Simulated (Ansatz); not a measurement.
# TiO2 (Anatase): a point defect seen from the nuclei (Sb on an O site), part 1 of 3

Wanted: the field gradients around Sb on an O site in TiO2 (Anatase), cell charge -1, before and after the neighbours move. The cell is a supercell built from a COD entry. Planned: a single point, then a relaxation, then a check of dispersion.

Computed with Ansatz 0.2.0 (DFT, PBE, plane-wave PAW, default files, scalar-relativistic, as far as a step names no other, unless a step's input says otherwise).

## (1) The structure to begin with

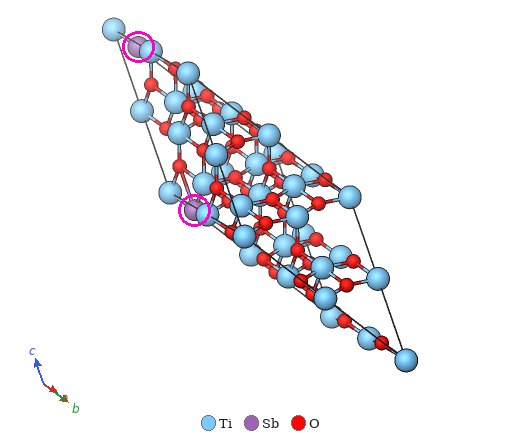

The starting structure, seen slightly off an axis (titanium blue, antimony purple, oxygen red). Atoms on the faces are drawn again on the opposite ones. Atom 17 is ringed.

As a file:

```cif
data_structure
_symmetry_space_group_name_H-M 'Imm2'
_symmetry_Int_Tables_number 44
_cell_length_a 7.5684
_cell_length_b 7.5684
_cell_length_c 19.0292
_cell_angle_alpha 90.000
_cell_angle_beta 90.000
_cell_angle_gamma 90.000
_cell_volume 1090.01
loop_
_atom_site_label
_atom_site_type_symbol
_atom_site_symmetry_multiplicity
_atom_site_Wyckoff_symbol
_atom_site_fract_x
_atom_site_fract_y
_atom_site_fract_z
_atom_site_occupancy
Ti1 Ti 2 a 0.00000 0.00000 0.00000 1
Ti2 Ti 8 e 0.25000 0.75000 0.25000 1
Ti3 Ti 2 b 0.00000 0.50000 0.00000 1
Ti4 Ti 2 b 0.50000 0.00000 0.00000 1
Ti5 Ti 2 a 0.50000 0.50000 0.00000 1
Ti6 Ti 4 c 0.75000 0.00000 0.12500 1
Ti7 Ti 4 d 0.00000 0.75000 0.37500 1
Ti8 Ti 4 c 0.75000 0.50000 0.12500 1
Ti9 Ti 4 d 0.50000 0.75000 0.37500 1
Sb1 Sb 2 a 0.00000 0.00000 0.10405 1
O1 O 8 e 0.25000 0.75000 0.35405 1
O2 O 2 b 0.00000 0.50000 0.10405 1
O3 O 2 b 0.50000 0.00000 0.10405 1
O4 O 2 a 0.50000 0.50000 0.10405 1
O5 O 4 c 0.75000 0.00000 0.22905 1
O6 O 4 d 0.00000 0.75000 0.47905 1
O7 O 4 c 0.75000 0.50000 0.22905 1
O8 O 4 d 0.50000 0.75000 0.47905 1
O9 O 4 c 0.75000 0.00000 0.02095 1
O10 O 4 d 0.00000 0.75000 0.27095 1
O11 O 4 c 0.75000 0.50000 0.02095 1
O12 O 4 d 0.50000 0.75000 0.27095 1
O13 O 2 a 0.00000 0.00000 0.39595 1
O14 O 8 e 0.75000 0.25000 0.14595 1
O15 O 2 b 0.00000 0.50000 0.39595 1
O16 O 2 b 0.50000 0.00000 0.39595 1
O17 O 2 a 0.50000 0.50000 0.39595 1
```

Atom 17 of the input is the impurity.

## (2) First run, atoms as given

input.yaml

```yaml
crystal:
  lattice:
    - [-3.7842, 3.7842, 9.5146]
    - [3.7842, -3.7842, 9.5146]
    - [3.7842, 3.7842, -9.5146]
  atoms:
    - { symbol: Ti, position: [0.0, 0.0, 0.0] }
    - { symbol: Ti, position: [0.0, 0.0, 0.5] }
    - { symbol: Ti, position: [0.0, 0.5, 0.0] }
    - { symbol: Ti, position: [0.0, 0.5, 0.5] }
    - { symbol: Ti, position: [0.5, 0.0, 0.0] }
    - { symbol: Ti, position: [0.5, 0.0, 0.5] }
    - { symbol: Ti, position: [0.5, 0.5, 0.0] }
    - { symbol: Ti, position: [0.5, 0.5, 0.5] }
    - { symbol: Ti, position: [0.375, 0.125, 0.25] }
    - { symbol: Ti, position: [0.375, 0.125, 0.75] }
    - { symbol: Ti, position: [0.375, 0.625, 0.25] }
    - { symbol: Ti, position: [0.375, 0.625, 0.75] }
    - { symbol: Ti, position: [0.875, 0.125, 0.25] }
    - { symbol: Ti, position: [0.875, 0.125, 0.75] }
    - { symbol: Ti, position: [0.875, 0.625, 0.25] }
    - { symbol: Ti, position: [0.875, 0.625, 0.75] }
    - { symbol: Sb, position: [0.10405, 0.10405, 0.0] }
    - { symbol: O, position: [0.10405, 0.10405, 0.5] }
    - { symbol: O, position: [0.10405, 0.60405, 0.0] }
    - { symbol: O, position: [0.10405, 0.60405, 0.5] }
    - { symbol: O, position: [0.60405, 0.10405, 0.0] }
    - { symbol: O, position: [0.60405, 0.10405, 0.5] }
    - { symbol: O, position: [0.60405, 0.60405, 0.0] }
    - { symbol: O, position: [0.60405, 0.60405, 0.5] }
    - { symbol: O, position: [0.47905, 0.22905, 0.25] }
    - { symbol: O, position: [0.47905, 0.22905, 0.75] }
    - { symbol: O, position: [0.47905, 0.72905, 0.25] }
    - { symbol: O, position: [0.47905, 0.72905, 0.75] }
    - { symbol: O, position: [0.97905, 0.22905, 0.25] }
    - { symbol: O, position: [0.97905, 0.22905, 0.75] }
    - { symbol: O, position: [0.97905, 0.72905, 0.25] }
    - { symbol: O, position: [0.97905, 0.72905, 0.75] }
    - { symbol: O, position: [0.27095, 0.02095, 0.25] }
    - { symbol: O, position: [0.27095, 0.02095, 0.75] }
    - { symbol: O, position: [0.27095, 0.52095, 0.25] }
    - { symbol: O, position: [0.27095, 0.52095, 0.75] }
    - { symbol: O, position: [0.77095, 0.02095, 0.25] }
    - { symbol: O, position: [0.77095, 0.02095, 0.75] }
    - { symbol: O, position: [0.77095, 0.52095, 0.25] }
    - { symbol: O, position: [0.77095, 0.52095, 0.75] }
    - { symbol: O, position: [0.39595, 0.39595, 0.0] }
    - { symbol: O, position: [0.39595, 0.39595, 0.5] }
    - { symbol: O, position: [0.39595, 0.89595, 0.0] }
    - { symbol: O, position: [0.39595, 0.89595, 0.5] }
    - { symbol: O, position: [0.89595, 0.39595, 0.0] }
    - { symbol: O, position: [0.89595, 0.39595, 0.5] }
    - { symbol: O, position: [0.89595, 0.89595, 0.0] }
    - { symbol: O, position: [0.89595, 0.89595, 0.5] }
total_charge: -1
kpoints:
  mp_grid: { grid: [4, 4, 4] }
scf:
  occupations: { method: fermi_dirac, width: 0.01 }
hamiltonian:
  xc: pbe
  pseudopotentials: { kind: paw }
output:
  forces: true
  stress: true
  populations: true
  efg:
    quadrupole_moments_barn: { Ti: 0.247, Sb: -0.543, O: -0.02558 }
    contact_densities: true
```

Started as:

```sh
$ ansatz run input.yaml --threads 4 --pin off --max-ram 8192MiB --backend cpu --events-out ev --progress --plain --runs-dir out
```

What it wrote:

```text
Warning: RAYON_NUM_THREADS=4 ignored (pool sized by the plan → 4); use --threads N
basis.fft_grid_basis auto: the FFT boxes are laid along the combinations [[1, 0, 1], [0, 1, 1], [0, 0, 1]] of the cell's own vectors, 7.568, 7.568 and 10.916 Å long. The dense box has 54×54×75 points. Along the cell's own vectors, as sized, it would have 75×75×75, 1.93 times as many. Of the 4 symmetry operations that the crystal satisfies within crystal.symmetry.tolerance (time reversal apart; of a slab, those that keep its plane) the dense box along the cell's own vectors carries 4, and the one as laid loses 3 of those. basis.fft_grid_basis: typed keeps the cell's own vectors: state it where this run's energies or levels are differenced outside the engine with another run's, or held beside a run that keeps those vectors.
Sb: output.efg is read without spin–orbit coupling, which moves field gradients at and beside such atoms by some per cent and up to a factor of two; PAW files take it under magnetization.noncollinear and magnetization.spin_orbit
Engine: ansatz 0.2.0, x86_64-unknown-linux-gnu
Pseudopotentials: kind: paw
Pseudopotential: Ti, paw, valence charge 12, recommended cutoff 420 eV (normal), Ti.paw.azcp
Pseudopotential: Sb, paw, valence charge 15, recommended cutoff 420 eV (normal), Sb.paw.azcp
Pseudopotential: O, paw, valence charge 6, recommended cutoff 420 eV (normal), O.paw.azcp
Functional definition: PBE
  parameter kappa = 0.804
  parameter beta = 0.06672455060314922
  exchange = pbe_x(kappa = kappa, mu = beta*pi^2/3)
  correlation = pbe_c(beta = beta)
Crystal: 48 atoms, lattice volume = 545.003 Å³
Basis set: ecut = 420 eV, 10663 PW (Γ), FFT grids on a1+a3, a2+a3, a3, exchange–correlation on 108×108×150 points (8 copies of the dense FFT grid, shifted against one another)
Bands: 245, of which v1, the nominal top of the filled ones, is band 197 counted from 1 (196 counted from 0)
Symmetry: 4 space group operations
Space group: Imm2 (ITA 44), of the structure as read, at distance tolerance 8.2e-5 Å
k-points: 18 of 64 (time reversal used)
Non-local potential: Ti, projectors of the file, l = 0: 3, l = 1: 2, l = 2: 3, l = 3: 1
Non-local potential: Sb, projectors of the file, l = 0: 2, l = 1: 2, l = 2: 2, l = 3: 2
Non-local potential: O, projectors of the file, l = 0: 2, l = 1: 2, l = 2: 1
PAW form: soft (Blöchl's): semilocal exchange-correlation on the pseudo side does not see the compensation charge
PAW one-centre angular grid: Ti, 590 points (default); XC on 64 Gauss nodes
PAW one-centre angular grid: Sb, 590 points (default); XC on 64 Gauss nodes
PAW one-centre angular grid: O, 110 points (default); XC on 64 Gauss nodes
Initial density: superposition of atomic densities (neutral atoms scaled as one to the charged cell's electrons: chi_scale 0, normalization atom), corrected by the library's trained network
Initial wavefunctions: pseudopotential atomic-orbital guess
Functional: x = pbe(κ = 0.804, μ = 0.2195149727645171), c = pbe(β = 0.06672455060314922)
SCF iter   1: F=—  HF=-64106.325111 eV  |F-HF|=—  |Δ(HF+E_count)|=         —  Δρ=1.38e-2  dr2=2.30e0  ethr=1.77e-3  ⟨swp⟩=6.0  Hψ=16343  notcnv=0  defer=459
preconditioner: auto → Resta (q_TF=auto, 2.585 Å⁻¹)  ε∞=7.9  [insulator: Δε(μ)=0.680 eV  Ē_g=9.708 eV  σ=0.010 eV  W_gap=1.00  n_scr=154 (ndim 8)  ℏωp=25.4 eV  f_vac=0.094  D(μ)=0.00/eV (n_scr^D=0)  ε∞_Penn≈7.9]
SCF iter   2: F=—  HF=-64106.018567 eV  |F-HF|=—  |Δ(HF+E_count)|=   3.07e-1  Δρ=7.61e-3  dr2=5.25e-1  ethr=5.85e-4  ⟨swp⟩=2.0  Hψ=7676  notcnv=0  defer=748
SCF iter   3: F=—  HF=-64105.958640 eV  |F-HF|=—  |Δ(HF+E_count)|=   5.99e-2  Δρ=3.91e-3  dr2=1.75e-1  ethr=1.33e-4  ⟨swp⟩=3.8  Hψ=6391  notcnv=0  defer=748
SCF iter   4: F=—  HF=-64105.937227 eV  |F-HF|=—  |Δ(HF+E_count)|=   2.14e-2  Δρ=1.94e-3  dr2=5.40e-2  ethr=4.45e-5  ⟨swp⟩=2.7  Hψ=7138  notcnv=0  defer=754
SCF iter   5: F=—  HF=-64105.929663 eV  |F-HF|=—  |Δ(HF+E_count)|=   7.56e-3  Δρ=9.48e-4  dr2=6.44e-3  ethr=1.37e-5  ⟨swp⟩=2.4  Hψ=5274  notcnv=0  defer=747
SCF iter   6: F=—  HF=-64105.929489 eV  |F-HF|=—  |Δ(HF+E_count)|=   1.74e-4  Δρ=5.51e-4  dr2=3.25e-3  ethr=1.64e-6  ⟨swp⟩=2.5  Hψ=6132  notcnv=0  defer=747
SCF iter   7: F=—  HF=-64105.929289 eV  |F-HF|=—  |Δ(HF+E_count)|=   2.00e-4  Δρ=2.32e-4  dr2=4.77e-4  ethr=8.26e-7  ⟨swp⟩=2.1  Hψ=5444  notcnv=0  defer=747
SCF iter   8: F=—  HF=-64105.929317 eV  |F-HF|=—  |Δ(HF+E_count)|=   2.76e-5  Δρ=8.93e-5  dr2=6.55e-5  ethr=1.21e-7  ⟨swp⟩=2.0  Hψ=5703  notcnv=0  defer=747
SCF iter   9: F=—  HF=-64105.929629 eV  |F-HF|=—  |Δ(HF+E_count)|=   3.12e-4  Δρ=5.42e-5  dr2=2.19e-5  ethr=1.66e-8  ⟨swp⟩=2.0  Hψ=6607  notcnv=0  defer=747
SCF iter  10: F=—  HF=-64105.929635 eV  |F-HF|=—  |Δ(HF+E_count)|=   6.41e-6  Δρ=2.02e-5  dr2=3.36e-6  ethr=5.56e-9  ⟨swp⟩=2.0  Hψ=5465  notcnv=0  defer=747
SCF iter  11: F=—  HF=-64105.929637 eV  |F-HF|=—  |Δ(HF+E_count)|=   1.83e-6  Δρ=1.10e-5  dr2=7.88e-7  ethr=8.52e-10  ⟨swp⟩=2.0  Hψ=5411  notcnv=0  defer=747
SCF iter  12: F=—  HF=-64105.929637 eV  |F-HF|=—  |Δ(HF+E_count)|=   2.61e-7  Δρ=6.84e-6  dr2=3.76e-7  ethr=2.00e-10  ⟨swp⟩=2.0  Hψ=5927  notcnv=0  defer=747
SCF iter  13: F=—  HF=-64105.929637 eV  |F-HF|=—  |Δ(HF+E_count)|=   6.88e-8  Δρ=3.69e-6  dr2=1.21e-7  ethr=9.55e-11  ⟨swp⟩=2.0  Hψ=6179  notcnv=0  defer=747
SCF iter  14: F=-64105.929637 eV  HF=-64105.929637 eV  |F-HF|=1.70e-8  |Δ(HF+E_count)|=   1.01e-8  Δρ=2.18e-6  dr2=3.83e-8  ethr=2.54e-11  ⟨swp⟩=11.0  Hψ=18979  notcnv=0
SCF 1 converged in 14 iterations: F = -64105.929637 eV  dr2 = 3.83e-8
SCF converged after 14 iterations
Free energy (F): -64105.929637 eV
Harris-Foulkes:  -64105.929637 eV  (|F-HF|=1.70e-8)
Internal energy: -64105.928286 eV  (E = F + TS)
E sigma→0 (E₀):  -64105.928961 eV
Entropy (-TS):   -0.001352 eV (-0.028 meV/atom)
Fermi energy:    10.059283 eV
--- Per-component energies (eV) ---
[... 15 lines left out ...]
--- Forces (eV/Å), atoms counted from 1 ---
  atom   1  Ti    -0.00000000     0.00000000   -15.48190660
  atom   2  Ti     0.39775619    -0.18468630    -0.16315687
  atom   3  Ti    -0.39775619    -0.18468630    -0.16315687
  atom   4  Ti    -0.00000000     0.00000000    -0.16132351
  atom   5  Ti     0.39775619     0.18468630    -0.16315687
  atom   6  Ti     0.00000000     0.00000000     1.39208415
[... 42 lines left out ...]
  max |Σ_I F_I| component: 1.58e-4 eV/Å
--- Stress (GPa, compression-positive) ---
        5.559239      -0.000000       0.000000
       -0.000000      31.145658      -0.000000
        0.000000      -0.000000      19.169828
  P = ⅓ Tr σ = 18.6249 GPa (186.249 kbar)
--- PAW observables at the nuclei: V_zz in 10²¹ V/m², potentials from the cell's mean, atoms counted from 1 ---
  atom   1  Ti V_zz =    +1.094294   η = 0.6262   by run symmetry: allowed   C_q = +6.5356 MHz
            electrostatic potential = -2528.267045 V   contact ρ = 56789.707504 e/Å³
  atom   2  Ti V_zz =    +0.918298   η = 0.1855   by run symmetry: allowed   C_q = +5.4845 MHz
            electrostatic potential = -2526.567292 V   contact ρ = 56792.066199 e/Å³
  atom   3  Ti V_zz =    +0.918298   η = 0.1855   by run symmetry: allowed   C_q = +5.4845 MHz
            electrostatic potential = -2526.567292 V   contact ρ = 56792.066199 e/Å³
  atom   4  Ti V_zz =    +1.172214   η = 0.8614   by run symmetry: allowed   C_q = +7.0010 MHz
            electrostatic potential = -2526.520198 V   contact ρ = 56792.293448 e/Å³
  atom   5  Ti V_zz =    +0.918298   η = 0.1855   by run symmetry: allowed   C_q = +5.4845 MHz
            electrostatic potential = -2526.567292 V   contact ρ = 56792.066199 e/Å³
  atom   6  Ti V_zz =    -1.029318   η = 0.7985   by run symmetry: allowed   C_q = -6.1475 MHz
            electrostatic potential = -2526.879427 V   contact ρ = 56792.438591 e/Å³
  atom   7  Ti V_zz =    +1.000999   η = 0.4383   by run symmetry: allowed   C_q = +5.9784 MHz
            electrostatic potential = -2526.462528 V   contact ρ = 56792.184895 e/Å³
  atom   8  Ti V_zz =    +0.918298   η = 0.1855   by run symmetry: allowed   C_q = +5.4845 MHz
            electrostatic potential = -2526.567292 V   contact ρ = 56792.066199 e/Å³
  atom   9  Ti V_zz =    -3.592021   η = 0.4774   by run symmetry: allowed   C_q = -21.4531 MHz
            electrostatic potential = -2528.666754 V   contact ρ = 56789.476467 e/Å³
  atom  10  Ti V_zz =    +0.803672   η = 0.1108   by run symmetry: allowed   C_q = +4.7999 MHz
            electrostatic potential = -2526.462377 V   contact ρ = 56792.211440 e/Å³
  atom  11  Ti V_zz =    +0.803672   η = 0.1108   by run symmetry: allowed   C_q = +4.7999 MHz
            electrostatic potential = -2526.462377 V   contact ρ = 56792.211440 e/Å³
  atom  12  Ti V_zz =    +1.221835   η = 0.6080   by run symmetry: allowed   C_q = +7.2973 MHz
            electrostatic potential = -2526.537676 V   contact ρ = 56792.087922 e/Å³
  atom  13  Ti V_zz =    +0.684205   η = 0.6975   by run symmetry: allowed   C_q = +4.0864 MHz
            electrostatic potential = -2526.572977 V   contact ρ = 56792.198598 e/Å³
  atom  14  Ti V_zz =    -3.592021   η = 0.4774   by run symmetry: allowed   C_q = -21.4531 MHz
            electrostatic potential = -2528.666754 V   contact ρ = 56789.476467 e/Å³
  atom  15  Ti V_zz =    +1.221835   η = 0.6080   by run symmetry: allowed   C_q = +7.2973 MHz
            electrostatic potential = -2526.537676 V   contact ρ = 56792.087922 e/Å³
  atom  16  Ti V_zz =    +0.684205   η = 0.6975   by run symmetry: allowed   C_q = +4.0864 MHz
            electrostatic potential = -2526.572977 V   contact ρ = 56792.198598 e/Å³
  atom  17  Sb V_zz =   +26.252118   η = 0.0829   by run symmetry: allowed   C_q = -344.6820 MHz
            electrostatic potential = -8409.198811 V   contact ρ = 1350157.043111 e/Å³
  atom  18  O  V_zz =    +1.910492   η = 0.4132   by run symmetry: allowed   C_q = -1.1817 MHz
            electrostatic potential = -624.041413 V   contact ρ = 2157.303425 e/Å³
  atom  19  O  V_zz =    +1.910492   η = 0.4132   by run symmetry: allowed   C_q = -1.1817 MHz
            electrostatic potential = -624.041413 V   contact ρ = 2157.303425 e/Å³
  atom  20  O  V_zz =    +1.847467   η = 0.4232   by run symmetry: allowed   C_q = -1.1427 MHz
            electrostatic potential = -623.987486 V   contact ρ = 2157.232972 e/Å³
  atom  21  O  V_zz =    +1.910492   η = 0.4132   by run symmetry: allowed   C_q = -1.1817 MHz
            electrostatic potential = -624.041413 V   contact ρ = 2157.303425 e/Å³
  atom  22  O  V_zz =    -1.762896   η = 0.7022   by run symmetry: allowed   C_q = +1.0904 MHz
            electrostatic potential = -624.939743 V   contact ρ = 2157.973027 e/Å³
  atom  23  O  V_zz =    +1.852907   η = 0.5203   by run symmetry: allowed   C_q = -1.1461 MHz
            electrostatic potential = -624.018056 V   contact ρ = 2157.326825 e/Å³
  atom  24  O  V_zz =    +1.910492   η = 0.4132   by run symmetry: allowed   C_q = -1.1817 MHz
            electrostatic potential = -624.041413 V   contact ρ = 2157.303425 e/Å³
  atom  25  O  V_zz =    +2.690614   η = 0.3466   by run symmetry: allowed   C_q = -1.6642 MHz
            electrostatic potential = -624.306262 V   contact ρ = 2157.314985 e/Å³
  atom  26  O  V_zz =    +1.687239   η = 0.4337   by run symmetry: allowed   C_q = -1.0436 MHz
            electrostatic potential = -624.089934 V   contact ρ = 2157.327517 e/Å³
  atom  27  O  V_zz =    +1.687239   η = 0.4337   by run symmetry: allowed   C_q = -1.0436 MHz
            electrostatic potential = -624.089934 V   contact ρ = 2157.327517 e/Å³
  atom  28  O  V_zz =    +1.712852   η = 0.4243   by run symmetry: allowed   C_q = -1.0594 MHz
            electrostatic potential = -624.046219 V   contact ρ = 2157.307030 e/Å³
  atom  29  O  V_zz =    +1.525880   η = 0.4313   by run symmetry: allowed   C_q = -0.9438 MHz
            electrostatic potential = -624.212485 V   contact ρ = 2157.273159 e/Å³
  atom  30  O  V_zz =    +2.690614   η = 0.3466   by run symmetry: allowed   C_q = -1.6642 MHz
            electrostatic potential = -624.306262 V   contact ρ = 2157.314985 e/Å³
  atom  31  O  V_zz =    +1.712852   η = 0.4243   by run symmetry: allowed   C_q = -1.0594 MHz
            electrostatic potential = -624.046219 V   contact ρ = 2157.307030 e/Å³
  atom  32  O  V_zz =    +1.525880   η = 0.4313   by run symmetry: allowed   C_q = -0.9438 MHz
            electrostatic potential = -624.212485 V   contact ρ = 2157.273159 e/Å³
  atom  33  O  V_zz =    +1.527896   η = 0.2727   by run symmetry: allowed   C_q = -0.9450 MHz
            electrostatic potential = -624.472149 V   contact ρ = 2157.415936 e/Å³
  atom  34  O  V_zz =    +1.761416   η = 0.5701   by run symmetry: allowed   C_q = -1.0895 MHz
            electrostatic potential = -624.028192 V   contact ρ = 2157.319426 e/Å³
  atom  35  O  V_zz =    +1.761416   η = 0.5701   by run symmetry: allowed   C_q = -1.0895 MHz
            electrostatic potential = -624.028192 V   contact ρ = 2157.319426 e/Å³
  atom  36  O  V_zz =    +1.929221   η = 0.4831   by run symmetry: allowed   C_q = -1.1933 MHz
            electrostatic potential = -624.006509 V   contact ρ = 2157.301637 e/Å³
  atom  37  O  V_zz =    +1.961583   η = 0.4446   by run symmetry: allowed   C_q = -1.2133 MHz
            electrostatic potential = -624.087952 V   contact ρ = 2157.325867 e/Å³
  atom  38  O  V_zz =    +1.527896   η = 0.2727   by run symmetry: allowed   C_q = -0.9450 MHz
            electrostatic potential = -624.472149 V   contact ρ = 2157.415936 e/Å³
  atom  39  O  V_zz =    +1.929221   η = 0.4831   by run symmetry: allowed   C_q = -1.1933 MHz
            electrostatic potential = -624.006509 V   contact ρ = 2157.301637 e/Å³
  atom  40  O  V_zz =    +1.961583   η = 0.4446   by run symmetry: allowed   C_q = -1.2133 MHz
            electrostatic potential = -624.087952 V   contact ρ = 2157.325867 e/Å³
  atom  41  O  V_zz =    +1.826610   η = 0.4108   by run symmetry: allowed   C_q = -1.1298 MHz
            electrostatic potential = -623.987378 V   contact ρ = 2157.311569 e/Å³
  atom  42  O  V_zz =    +1.474492   η = 0.4452   by run symmetry: allowed   C_q = -0.9120 MHz
            electrostatic potential = -624.125480 V   contact ρ = 2157.395933 e/Å³
  atom  43  O  V_zz =    +1.474492   η = 0.4452   by run symmetry: allowed   C_q = -0.9120 MHz
            electrostatic potential = -624.125480 V   contact ρ = 2157.395933 e/Å³
  atom  44  O  V_zz =    +2.219691   η = 0.2476   by run symmetry: allowed   C_q = -1.3729 MHz
            electrostatic potential = -624.092663 V   contact ρ = 2157.289361 e/Å³
  atom  45  O  V_zz =    +1.474492   η = 0.4452   by run symmetry: allowed   C_q = -0.9120 MHz
            electrostatic potential = -624.125480 V   contact ρ = 2157.395933 e/Å³
  atom  46  O  V_zz =    +1.642219   η = 0.3707   by run symmetry: allowed   C_q = -1.0157 MHz
            electrostatic potential = -624.064839 V   contact ρ = 2157.318802 e/Å³
  atom  47  O  V_zz =    +2.223451   η = 0.2566   by run symmetry: allowed   C_q = -1.3753 MHz
            electrostatic potential = -624.311737 V   contact ρ = 2157.478644 e/Å³
  atom  48  O  V_zz =    +1.474492   η = 0.4452   by run symmetry: allowed   C_q = -0.9120 MHz
            electrostatic potential = -624.125480 V   contact ρ = 2157.395933 e/Å³
--- Band table (eV; the first three rows and the last of 18) ---
[... 4 lines left out ...]
--- Löwdin populations: 48 sites ---
  site symbol       q [e]
[... 48 lines left out ...]
  spilling = 0.003409 (of n_electrons = 394.000000)
```

Run time: 1.8 min. Hardware: 4 threads of AMD EPYC 7R43 (Zen 3), shared host; peak memory 3.8 GiB.

State: no gap over 0.1 eV on the mesh, largest force 19.918 eV/Å, pressure 18.6 GPa.

The printed gradients, by site: 11 of 27, those nearest the defect, the farthest of each element and the two largest gradients.

| site | atoms | distance from the defect (Å) | V_zz (10²¹ V/m²) | η | C_Q (MHz) |
| --- | --- | --- | --- | --- | --- |
| Sb | 17 | 0.00 | 26.3 | 0.08 | -345 (¹²¹Sb) |
| Ti9 | 9, 14 | 1.93 | -3.59 | 0.48 | -21.5 (⁴⁹Ti) |
| Ti1 | 1 | 1.98 | 1.09 | 0.63 | 6.54 (⁴⁹Ti) |
| O33 | 33, 38 | 2.47 | 1.53 | 0.27 | -0.945 (¹⁷O) |
| O42 | 42, 43, 45, 48 | 2.79 | 1.47 | 0.45 | -0.912 (¹⁷O) |
| O25 | 25, 30 | 3.04 | 2.69 | 0.35 | -1.66 (¹⁷O) |
| O29 | 29, 32 | 3.04 | 1.53 | 0.43 | -0.944 (¹⁷O) |
| O34 | 34, 35 | 3.70 | 1.76 | 0.57 | -1.09 (¹⁷O) |
| O20 | 20 | 3.78 | 1.85 | 0.42 | -1.14 (¹⁷O) |
| O41 | 41 | 5.55 | 1.83 | 0.41 | -1.13 (¹⁷O) |
| Ti7 | 7 | 5.71 | 1.00 | 0.44 | 5.98 (⁴⁹Ti) |

C_Q = eQV_zz/h, which is 24.18 MHz for Q = 1 b and V_zz = 10²¹ V/m²; η = (V_xx − V_yy)/V_zz. Q values from Pyykkö, Mol. Phys. 116, 1328 (2018).

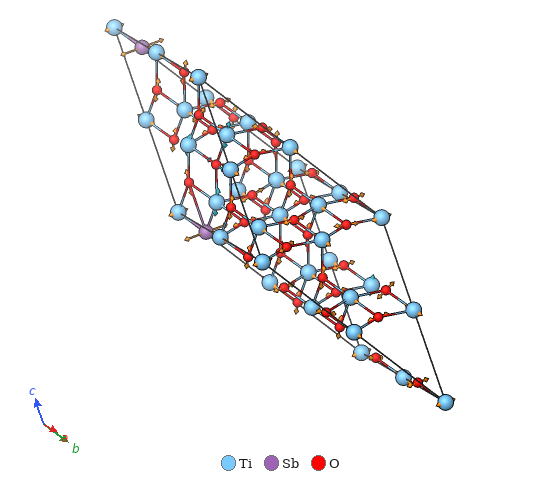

Principal axis of V_zz at each atom with a gradient: orange where V_zz is positive, teal where negative; longer for larger size.

(Continued in part 2 of 3.)
